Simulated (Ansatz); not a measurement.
**C2H7InO (SMILES [CH3][In]([CH3])[OH]): SVWN5/def2-SVP (core potential)**

What is the vertical ionisation energy of C2H7InO at SVWN5/def2-SVP (core potential)? 

Program for the calculation: Ansatz 0.2.0.

30 further runs of the same task are left out: 30 set aside as unsound or not needed.

## Step 1: The structure to begin with

The species is C2H7InO (11 atoms), meant as a singlet with charge 0. SMILES: `[CH3][In]([CH3])[OH]`. The shape is that of a PBE0-D4/def2-TZVP optimisation.

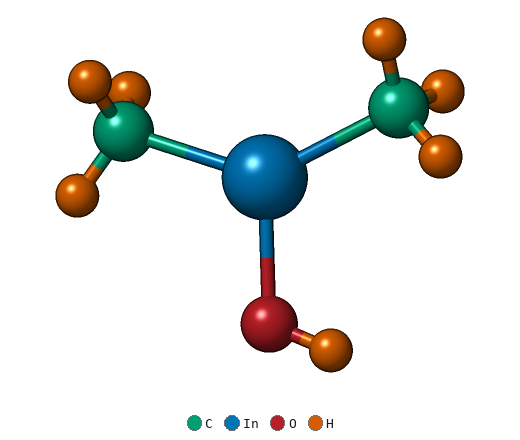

Viewed from a chosen angle; carbon teal, indium blue, oxygen red, hydrogen orange.

## Step 2: The energy at SVWN5/def2-SVP (core potential)

The input, molecule.yaml:

```yaml
crystal:
  periodic: [false, false, false]
  atoms:
    - {symbol: C, position_ang: [-1.237900, 1.174600, -1.040300]}
    - {symbol: In, position_ang: [0.014400, -0.256200, -0.041000]}
    - {symbol: C, position_ang: [1.531800, -0.211200, 1.463900]}
    - {symbol: O, position_ang: [-0.279600, -2.154900, -0.620200]}
    - {symbol: H, position_ang: [-1.551200, 0.785300, -2.009500]}
    - {symbol: H, position_ang: [-0.715300, 2.120700, -1.184200]}
    - {symbol: H, position_ang: [-2.128400, 1.363200, -0.437100]}
    - {symbol: H, position_ang: [1.929400, -1.218000, 1.588800]}
    - {symbol: H, position_ang: [1.117400, 0.131700, 2.413400]}
    - {symbol: H, position_ang: [2.339100, 0.465700, 1.180700]}
    - {symbol: H, position_ang: [-0.954500, -2.257800, -1.293900]}
basis:
  gaussian:
    orbitals: def2-SVP
accuracy: high
hamiltonian:
  xc: {name: SVWN5}
output: {orbitals: {seedname: orbitals}}
```

On the command line:

```bash
$ ansatz run molecule.yaml --threads 1 --pin off --max-ram 2610MiB --events-out events.jsonl --progress --plain --runs-dir runs
```

Output:

```text
Warning: RAYON_NUM_THREADS=1 ignored (pool sized by the plan → 1); use --threads N
Functional definition: SVWN5
  name "SVWN5"
  exchange = slater_x
  correlation = vwn5_c
2550 factors; integrals over basis functions are off by at most 1.5e-8 eV
mean field evaluation 1: about -9339.2306 eV, gradient 9.9e1 eV
mean field evaluation 2: about -9241.3401 eV, gradient 2.0e2 eV
mean field evaluation 4: about -9361.1796 eV, gradient 1.1e1 eV
mean field evaluation 8: about -9361.6294 eV, gradient 7.1e-1 eV
mean field evaluation 16: about -9361.6262 eV, gradient 7.2e-5 eV
mean field -9361.62619585 eV, -344.0334171593 hartree, gradient 2.3e-8 eV, S^2 0.000000; 0 other end points of the search recorded, 0 dependent functions left out
reference -9361.62620069 eV, -344.0334173373 hartree; 24, 24 occupied and 79, 79 virtual orbitals, 2550 factors
Total energy: -9361.62620069 eV, -344.0334173373 hartree
```

Wall time 5.7 s (1 thread of Arm Neoverse V2, shared host); peak memory 0.31 GiB.

## Step 3: The doublet cation

The input, run.yaml:

```yaml
crystal:
  periodic: [false, false, false]
  atoms:
    - symbol: C
      position_ang: [-1.237900, 1.174600, -1.040300]
    - symbol: In
      position_ang: [0.014400, -0.256200, -0.041000]
    - symbol: C
      position_ang: [1.531800, -0.211200, 1.463900]
    - symbol: O
      position_ang: [-0.279600, -2.154900, -0.620200]
    - symbol: H
      position_ang: [-1.551200, 0.785300, -2.009500]
    - symbol: H
      position_ang: [-0.715300, 2.120700, -1.184200]
    - symbol: H
      position_ang: [-2.128400, 1.363200, -0.437100]
    - symbol: H
      position_ang: [1.929400, -1.218000, 1.588800]
    - symbol: H
      position_ang: [1.117400, 0.131700, 2.413400]
    - symbol: H
      position_ang: [2.339100, 0.465700, 1.180700]
    - symbol: H
      position_ang: [-0.954500, -2.257800, -1.293900]
basis:
  gaussian:
    orbitals: def2-SVP
total_charge: 1
magnetization:
  spin_polarized: true
  initial_magnetization: 1
hamiltonian:
  xc: {name: SVWN5}
accuracy: high
output:
  orbitals: {seedname: orbitals}
```

On the command line:

```bash
$ ansatz run run.yaml --threads 1 --pin off --max-ram 2610MiB --events-out events.jsonl --progress --plain --runs-dir runs
```

Output:

```text
Warning: RAYON_NUM_THREADS=1 ignored (pool sized by the plan → 1); use --threads N
[... 4 set-up lines as earlier in the session ...]
2549 factors; integrals over basis functions are off by at most 1.5e-8 eV
mean field evaluation 1: about -9323.1857 eV, gradient 8.1e1 eV
mean field evaluation 2: about -9162.4346 eV, gradient 1.5e2 eV
mean field evaluation 4: about -9351.0554 eV, gradient 1.2e1 eV
mean field evaluation 8: about -9351.4016 eV, gradient 1.3e1 eV
mean field evaluation 16: about -9352.4091 eV, gradient 3.5e-1 eV
mean field evaluation 32: about -9352.4071 eV, gradient 6.6e-2 eV
mean field -9352.41098180 eV, -343.6947642893 hartree, gradient 5.4e-8 eV, S^2 0.752690; 4 other end points of the search recorded, 0 dependent functions left out
reference -9352.41098657 eV, -343.6947644645 hartree; 24, 23 occupied and 79, 80 virtual orbitals, 2549 factors
Total energy: -9352.41098657 eV, -343.6947644645 hartree
```

Run time: 15 s. Hardware: 1 thread of Arm Neoverse V2, shared host; peak memory 0.36 GiB.

## Step 4: Results

Level: SVWN5/def2-SVP (core potential).

```
                                          quantity          value
                     singlet C2H7InO: total energy  -344.03342 Eh
                      singlet C2H7InO: HOMO energy       -6.14 eV
                      singlet C2H7InO: LUMO energy       -1.48 eV
                    singlet C2H7InO: HOMO–LUMO gap        4.65 eV
                      doublet cation: total energy  -343.69476 Eh
doublet cation: HOMO energy (highest over α and β)      -12.19 eV
                              doublet cation: ⟨S²⟩          0.753
vertical ionisation energy (to the doublet cation)       9.215 eV
```

What this shows: The vertical ionisation energy comes to 9.22 eV (213 kcal/mol). The negative HOMO energy of the first species, 6.14 eV, lies 3.08 eV below that difference.
